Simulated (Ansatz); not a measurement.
# H3O+ (oxonium) at BLYP/aug-cc-pVTZ

What is the energy change on altering one bond length of H3O+ (oxonium) at BLYP/aug-cc-pVTZ? 

The results are computed with Ansatz 0.2.0.

1 further run of the same task is left out (set aside as unsound or not needed).

### Step 1. The system as given

H3O+ has 4 atoms, charge +1, and is taken as a singlet. As SMILES, `[OH3+]`. The shape is that of a PBE0-D4/def2-TZVP optimisation.

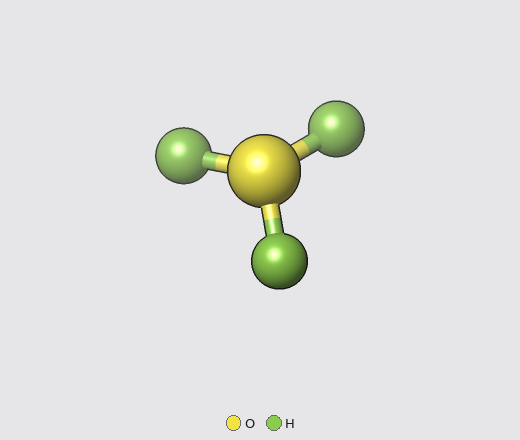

The structure, seen from a chosen angle (oxygen yellow, hydrogen green).

### Step 2. The energy at BLYP/aug-cc-pVTZ

The input, run.yaml:

```yaml
crystal:
  periodic: [false, false, false]
  atoms:
    - symbol: O
      position_ang: [0.181970, -0.056700, -0.052760]
    - symbol: H
      position_ang: [0.219060, 0.918440, 0.015140]
    - symbol: H
      position_ang: [-0.408890, -0.368290, -0.767380]
    - symbol: H
      position_ang: [0.007860, -0.493450, 0.805020]
basis:
  gaussian:
    orbitals: aug-cc-pVTZ
total_charge: 1
hamiltonian:
  xc: {name: BLYP}
accuracy: high
output: {orbitals: {seedname: orbitals}}
```

The run is started by

```
$ ansatz run run.yaml --threads 1 --pin off --max-ram 3480MiB --events-out events.jsonl --progress --plain --runs-dir runs
```

Standard output:

```text
Warning: RAYON_NUM_THREADS=1 ignored (pool sized by the plan → 1); use --threads N
Functional definition: BLYP
  name "BLYP"
  parameter beta = 0.0042
  parameter a = 0.04918
  parameter b = 0.132
  parameter c = 0.2533
  parameter d = 0.349
  exchange = b88_x(beta = beta)
  correlation = lyp_c(a = a, b = b, c = c, d = d)
1745 factors; integrals over basis functions are off by at most 3.1e-9 eV
mean field evaluation 1: about -2068.1184 eV, gradient 1.2e2 eV
mean field evaluation 2: about -2022.8915 eV, gradient 1.8e2 eV
mean field evaluation 4: about -2087.6097 eV, gradient 1.8e0 eV
mean field evaluation 8: about -2087.6151 eV, gradient 1.2e-1 eV
mean field evaluation 16: about -2087.6151 eV, gradient 8.6e-8 eV
mean field -2087.61508424 eV, -76.7184393095 hartree, gradient 8.5e-8 eV, S^2 0.000000; 0 other end points of the search recorded, 0 dependent functions left out
reference -2087.61512140 eV, -76.7184406751 hartree; 5, 5 occupied and 110, 110 virtual orbitals, 1745 factors
Total energy: -2087.61512140 eV, -76.7184406751 hartree
```

It took 3.6 s on 1 thread of Arm Neoverse V1, shared host; peak memory 0.23 GiB.

### Step 3. The distorted shape

The input, run.yaml:

```yaml
crystal:
  periodic: [false, false, false]
  atoms:
    - {symbol: O, position_ang: [0.270577, -0.009973, 0.054407]}
    - {symbol: H, position_ang: [0.307667, 0.965167, 0.122307]}
    - {symbol: H, position_ang: [-0.408890, -0.368290, -0.767380]}
    - {symbol: H, position_ang: [0.096467, -0.446723, 0.912187]}
basis:
  gaussian: {orbitals: aug-cc-pVTZ}
hamiltonian: {xc: {name: BLYP}}
total_charge: 1
accuracy: high
output: {orbitals: {seedname: orbitals}}
```

The run is started by

```
$ ansatz run run.yaml --threads 1 --pin off --max-ram 3480MiB --events-out events.jsonl --progress --plain --runs-dir runs
```

Standard output (excerpt; [...] marks lines left out):

```text
Warning: RAYON_NUM_THREADS=1 ignored (pool sized by the plan → 1); use --threads N
[... 9 set-up lines as earlier in the session ...]
1760 factors; integrals over basis functions are off by at most 3.0e-9 eV
mean field evaluation 1: about -2066.7485 eV, gradient 1.2e2 eV
mean field evaluation 2: about -2010.5425 eV, gradient 1.8e2 eV
mean field evaluation 4: about -2087.3136 eV, gradient 2.6e0 eV
mean field evaluation 8: about -2087.3231 eV, gradient 2.4e-1 eV
mean field evaluation 16: about -2087.3231 eV, gradient 1.4e-7 eV
mean field -2087.32314052 eV, -76.7077105758 hartree, gradient 8.1e-9 eV, S^2 0.000000; 0 other end points of the search recorded, 0 dependent functions left out
reference -2087.32317864 eV, -76.7077119767 hartree; 5, 5 occupied and 110, 110 virtual orbitals, 1760 factors
Total energy: -2087.32317864 eV, -76.7077119767 hartree
```

Wall time 4.8 s (1 thread of Arm Neoverse V1, shared host); peak memory 0.23 GiB.

### Step 4. Results

Level: BLYP/aug-cc-pVTZ.

| quantity | value |
| --- | --- |
| first shape: total energy | -76.71844 Eh |
| first shape: HOMO energy | -18.58 eV |
| first shape: LUMO energy | -8.36 eV |
| first shape: HOMO–LUMO gap | 10.22 eV |
| distorted shape: total energy | -76.70771 Eh |
| distorted shape: HOMO energy | -18.20 eV |
| distorted shape: LUMO energy | -9.05 eV |
| distorted shape: HOMO–LUMO gap | 9.14 eV |
| energy change with the O1–H3 bond stretched from 0.978 to 1.125 Å | 0.292 eV |

**Reading.** With the O1–H3 bond stretched from 0.978 to 1.125 Å the energy rises by 0.29 eV (28.2 kJ/mol). The first shape isn't relaxed at this level, so the change isn't measured from a minimum.
